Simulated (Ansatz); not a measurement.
KAl$_{3}$Pb$_{2}$

Input

```
crystal:
  lattice:
    - [4.8000228535, 0.0788910491, -0.0450301231]
    - [2.2176133733, 4.2564490641, -0.1021788491]
    - [0.2011053654, 0.2426889528, 8.8300462451]
  atoms:
    - { symbol: K, position: [0.0, 0.0, 0.0] }
    - { symbol: Al, position: [0.6705816336, 0.6700354472, 0.3973227609] }
    - { symbol: Al, position: [0.3294183664, 0.3299645528, 0.6026772391] }
    - { symbol: Al, position: [0.0, 0.0, 0.5] }
    - { symbol: Pb, position: [0.6642471074, 0.6646618366, 0.7275585585] }
    - { symbol: Pb, position: [0.3357528926, 0.3353381634, 0.2724414415] }
basis:
  ecutwfc: 420
kpoints:
  mp_grid: { grid: [8, 8, 4] }
hamiltonian:
  xc: pbe
scf:
  occupations: { method: gaussian, width: 0.1 }
output:
  forces: true
  stress: true
  eigenvalues: true
  write_density: true
  write_potential: true
  elf: true
  volumetric_format: npy
relax:
  adjacent_minimum: "off"
  f_tol: 0.01
  max_steps: 30
  cell: { stress_tol: 0.1, fix: [volume] }
```

Run with:

```sh
ansatz run input.yaml --threads 1 --pin off --max-ram 2560MiB --backend cpu --events-out ev --progress --plain --runs-dir out
```

Below, planes, directions and counts refer to the conventional cell (a = 8.20 Å, b = 4.89 Å, c = 8.93 Å, α = 90.00°, β = 90.90°, γ = 90.00°).

The fields are those of the relaxed geometry.

Space group C2/m; a generated structure, not necessarily the stable one; changed on purpose from its base cell (volume × 1.03, shape and atoms relaxed).

All numbers below come from Ansatz 0.2.0, DFT PBE, scalar-relativistic, plane waves, PAW.

### What can the converged valence pseudo-density and electron localisation function tell about the bonding?

Al–Al (2.86 Å): the density is about 0.2 e/Å³ at the midpoint; the ELF peaks at about 0.75 between the atoms.
Al–Pb (2.90 Å): ρ at the midpoint is about 0.25 e/Å³; the ELF is about 0.50 at the midpoint.
K–Pb (3.73 Å): ρ at the midpoint is about 0.06 e/Å³, with its minimum of 0.05 e/Å³ about 1.6 Å from K; the ELF peaks at about 0.50 in the valence shell of Pb, 1.4 Å from its nucleus, and drops to about 0.05 between the two atoms (no shared electron pair shows on this line).
Al–Pb (2.97 Å): ρ is about 0.23 e/Å³ halfway; the ELF is about 0.50 at the midpoint.

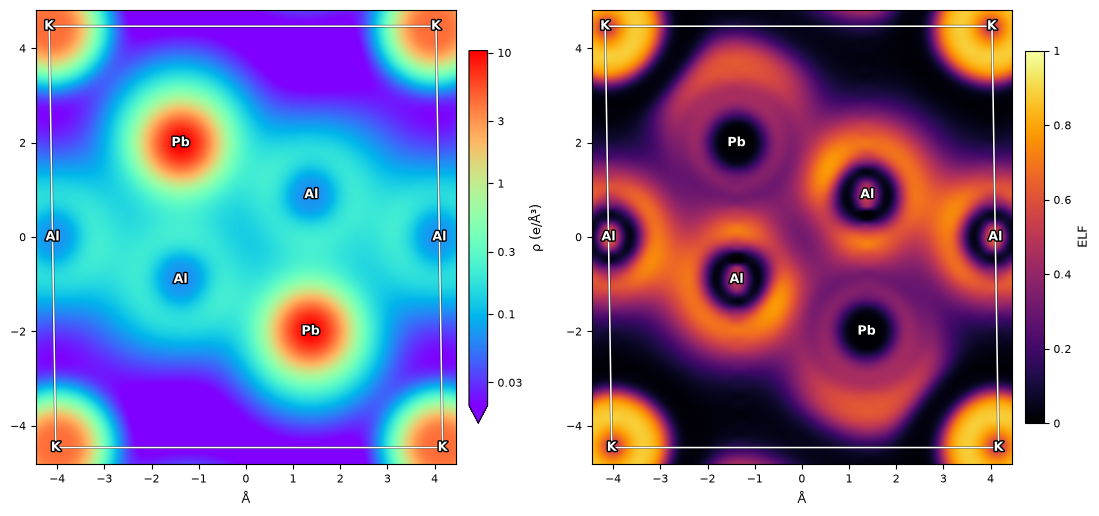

Computed valence pseudo-density and electron localisation function on the (010) plane of the conventional cell, in this order. 

The density is the valence pseudo-density of a PAW calculation; it isn't the true density close to the nuclei.
